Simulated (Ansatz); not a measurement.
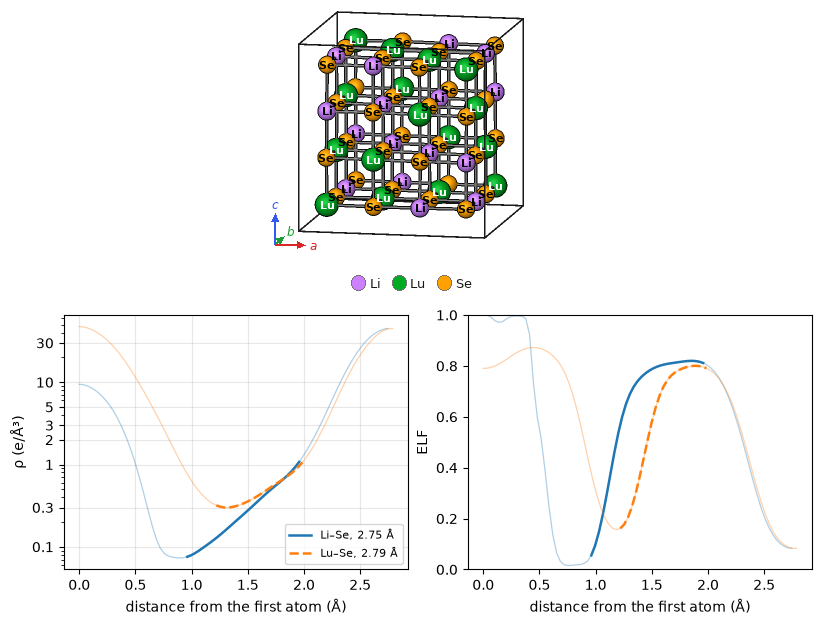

LiLuSe$_{2}$. Valence pseudo-density and ELF along straight lines between neighbouring atoms. Thin, pale parts lie inside the atomic spheres. The structure is drawn too.

Space group Fd-3m; a generated structure, not necessarily the stable one.

Computed with DFT PBE+D3(BJ), scalar-relativistic, plane waves, PAW in Ansatz 0.2.0.

In a PAW calculation such maps are meaningful between the atoms, not at the nuclei.

What can be read from the curves?

Answer. Li–Se (2.75 Å): ρ is about 0.19 e/Å³ halfway; the ELF is about 0.75 at the midpoint (an ionic contact with no shared pair).
Lu–Se (2.79 Å): the density is about 0.31 e/Å³ at the midpoint; the ELF is about 0.35 at the midpoint.
